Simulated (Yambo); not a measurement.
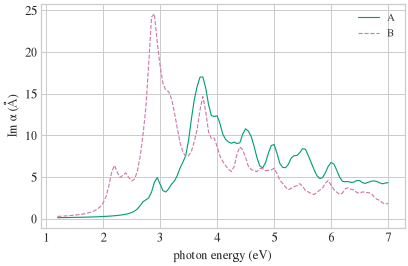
Two computed absorption spectra of a free-standing MoS₂ monolayer (symmetry P-6m2, slab cell 16.1 Å high) (Yambo, LDA bands with the same scissor, field along x)

Question: Which curve includes the electron-hole attraction (BSE), and where are its main peaks?

Answer: Curve B: the attraction moves weight to lower energy (centre of the plotted range 3.9 eV against 4.6 eV). Its peaks lie at 2.2 eV, 2.9 eV, 3.8 eV, 4.4 eV. Settings: 18×18×1 mesh, 6 valence and 4 conduction bands, static screening with 38 bands and a 3 Ry block, scissor 0.85 eV, Tamm-Dancoff, stochastic integration of W near q = 0. The scissor comes from a G0W0 run whose convergence isn't established. Broadening 0.1 eV. The band window holds all transitions up to 7.0 eV. Fine structure above the onset can come from the mesh.

Spin-orbit coupling is not included.

Geometry relaxed with LDA; primitive cell a = 3.1203 Å, b = 3.1203 Å, c = 16.1000 Å, α = 90.00°, β = 90.00°, γ = 120.00°.
